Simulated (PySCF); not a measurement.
**C5H16Si2: density, localisation and related maps**

Input file:

```
{"job": {"kind": "nmr", "xc": "PBE0", "basis": "pcSseg-1"}, "charge": 0, "multiplicity": 1}
C     -1.002852    -0.693288     1.397926
C     -0.806498     0.513909     0.482368
C     -2.139666     1.067057    -0.018750
Si     0.368801     0.134325    -0.960665
C     -0.390532    -1.125912    -2.135531
C      2.028026    -0.504157    -0.323845
Si     2.901253     0.585390     0.932669
H     -0.052742    -1.050248     1.824742
H     -1.463850    -1.538138     0.859999
H     -1.668554    -0.448067     2.242806
H     -0.303479     1.308747     1.065511
H     -2.005661     1.955587    -0.655926
H     -2.690122     0.316087    -0.609429
H     -2.792816     1.357121     0.821699
H      0.611977     1.413139    -1.707485
H      0.313700    -1.377959    -2.943475
H     -1.309544    -0.736625    -2.600231
H     -0.643972    -2.058776    -1.607545
H      2.699231    -0.640604    -1.189853
H      1.883122    -1.504565     0.120861
H      4.240623     0.028068     1.299869
H      2.093660     0.699143     2.187555
H      3.102661     1.963613     0.386019
```

Run with:

```sh
OMP_NUM_THREADS=1 python probes_run.py task.json out
```

Geometry: PBE0-D3(BJ)/def2-SVP.

The calculation used PBE0/pcSseg-1, SCF density, gas phase, non-relativistic (PySCF).

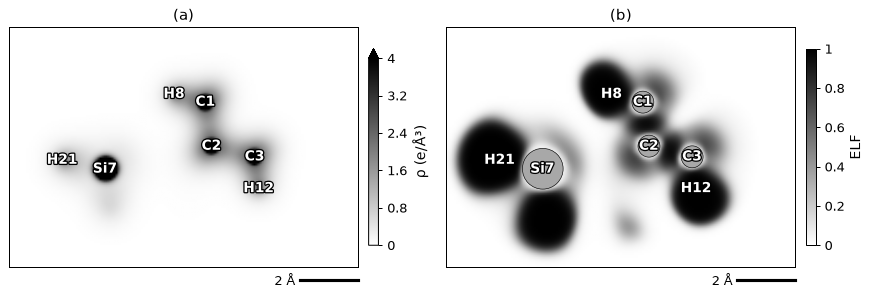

Figure 1. (a) total electron density; (b) ELF on the plane of atoms C2, C3 and H12. Grey discs cover the atomic cores in the ELF map.

> Interpret the plot.

- Atoms in the plane: C, Si and H.
- C–C (1.53 Å): ρ at the midpoint is about 1.6 e/Å³; the ELF peaks at about 0.95 between the atoms (a covalent bond).
- C–H (1.10 Å): the density is about 1.9 e/Å³ at the midpoint; the ELF climbs to about 1 towards the hydrogen, as it does in any bond to H: a covalent bond by its length.
- Si–H (1.50 Å): ρ is about 0.77 e/Å³ halfway; the ELF climbs to about 1 towards the hydrogen.

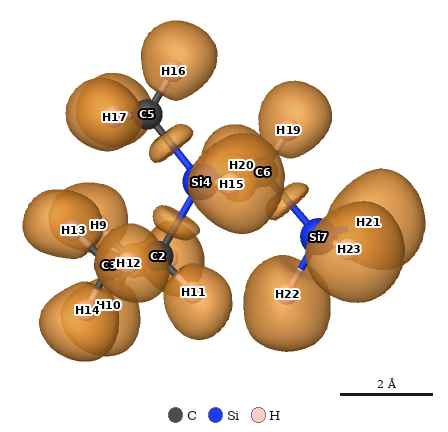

Figure 2. Isosurface of the ELF at 0.85 (orange), seen at a tilt. Core shells and regions of very low density are left out.

> Where are the electrons localised?

At this value the surface marks out two regions between bonded C–C atoms (shared pairs), four regions between bonded C–Si atoms (shared pairs) and 16 regions around hydrogen nuclei. Profiles from the grid: C–Si (1.88 Å): the ELF peaks at about 0.95 between the atoms; a covalent bond.

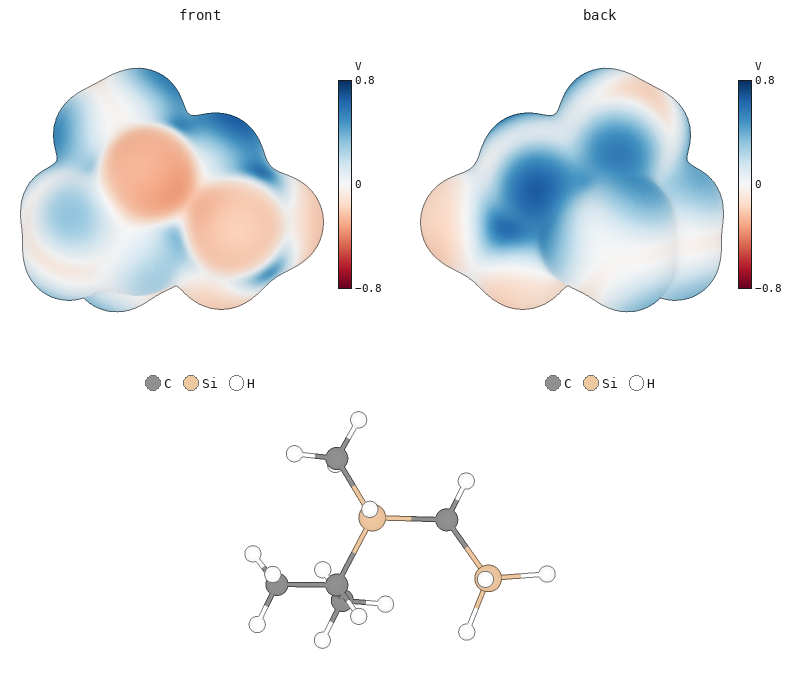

Figure 3. The electrostatic potential painted on the density surface at 0.001 e/bohr³, seen from the front and from behind; the colour scale runs from red (negative) to blue (positive). The bare structure is drawn below in the same view.

> Where is the surface potential most negative and most positive?

The most negative region (about −0.3 V, or −7 kcal/mol for a unit charge) lies over H15, the most positive (about +0.6 V, or +14 kcal/mol for a unit charge) over Si7, H19 and H20.

> What dipole moment does the calculation give?

Its dipole moment is 1.08 D.
